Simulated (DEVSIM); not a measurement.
System: Au/SiO2/p-Si capacitor, at 250 K.

```
layer (left to right)  material  thickness (nm)  Na (cm⁻³)
---------------------  --------  --------------  ---------
1                          SiO2            3.30          -
2                            Si            8200     2.4e15
```

Metal gate on the left, work function 5.1 eV. Fixed charge at the semiconductor interface 3.2e10 cm⁻² (in units of +e); no interface traps.

Constants are typed, rounded textbook-type inputs, not results; the design itself was drawn at random and stands for no fabricated device. Values at 300 K; Nc and Nv go as T^1.5, mobilities as T to minus their exponent, the gap by Varshni's rule with the affinity fixed.

| parameter | SiO2 | Si |
|---|---|---|
| gap (eV) | 9 | 1.124 |
| affinity (eV) | 0.9 | 4.05 |
| permittivity | 3.9 | 11.7 |
| Nc (cm⁻³) | - | 2.86e19 |
| Nv (cm⁻³) | - | 3.1e19 |
| Varshni α (eV/K) | - | 0.000473 |
| Varshni β (K) | - | 636 |

Simulated with DEVSIM: 1D Poisson equation in equilibrium, Boltzmann statistics, complete ionisation; no quantum confinement or tunnelling. Metal contacts follow the ideal Schottky-Mott rule: no Fermi-level pinning, no interface dipoles.

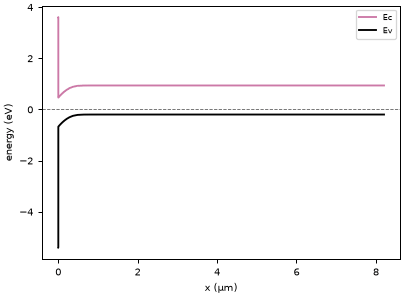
Band edges at 0.6 V on the gate

Energies count from the Fermi level of the right contact; mesh points crowd at the junctions.

| x (μm) | Ec (eV) | Ev (eV) | n (cm⁻³) | p (cm⁻³) | field (V/cm) |
|---|---|---|---|---|---|
| 0.000 | 3.600 | -5.400 | < 1e2 | < 1e2 | 40000 |
| 0.001071 | 3.604 | -5.396 | < 1e2 | < 1e2 | 40000 |
| 0.002277 | 3.609 | -5.391 | < 1e2 | < 1e2 | 40000 |
| 0.003340 | 0.463 | -0.673 | 1.0e10 | 640000 | 18000 |
| 0.005690 | 0.468 | -0.669 | 8.2e9 | 790000 | 18000 |
| 0.01015 | 0.476 | -0.660 | 5.6e9 | 1100000 | 18000 |
| 0.02020 | 0.494 | -0.642 | 2.4e9 | 2600000 | 18000 |
| 0.05558 | 0.554 | -0.582 | 1.5e8 | 4.4e7 | 16000 |
| 0.1268 | 0.662 | -0.475 | 1000000 | 6.4e9 | 14000 |
| 0.2834 | 0.831 | -0.305 | 380 | 1.7e13 | 8000 |
| 0.6365 | 0.936 | -0.200 | < 1e2 | 2.2e15 | 290 |
| 1.879 | 0.938 | -0.198 | < 1e2 | 2.4e15 | ≈ 0 |
| 4.103 | 0.938 | -0.198 | < 1e2 | 2.4e15 | ≈ 0 |
| 6.386 | 0.938 | -0.198 | < 1e2 | 2.4e15 | ≈ 0 |
| 7.610 | 0.938 | -0.198 | < 1e2 | 2.4e15 | ≈ 0 |
| 7.941 | 0.938 | -0.198 | < 1e2 | 2.4e15 | ≈ 0 |
| 8.088 | 0.938 | -0.198 | < 1e2 | 2.4e15 | ≈ 0 |
| 8.153 | 0.938 | -0.198 | < 1e2 | 2.4e15 | ≈ 0 |
| 8.187 | 0.938 | -0.198 | < 1e2 | 2.4e15 | ≈ 0 |
| 8.197 | 0.938 | -0.198 | < 1e2 | 2.4e15 | ≈ 0 |
| 8.201 | 0.938 | -0.198 | < 1e2 | 2.4e15 | ≈ 0 |
| 8.203 | 0.938 | -0.198 | < 1e2 | 2.4e15 | ≈ 0 |
